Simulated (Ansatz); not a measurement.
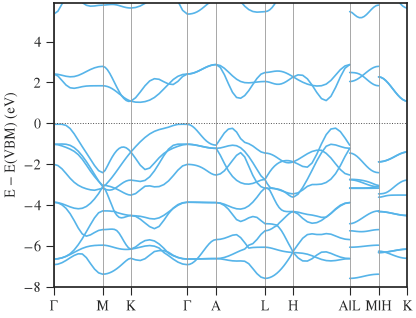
Fig. 1. Band structure from the program Ansatz at the r²SCAN+D4 level (PAW)

The gap is 0.87 eV; an edge lies off the plotted path or next to a special point (maximum off the standard path, minimum off the standard path).

The material is PtS2 (CdI2 type, space group No. 164).

Space group P-3m1 (CdI2 type). The cell was relaxed with r²SCAN+D4 under the symmetry of its start. The run is not spin-polarised. Scalar-relativistic: spin–orbit coupling is off unless named, which matters more the heavier the elements.

Potentials: the later of the program's two PAW sets.
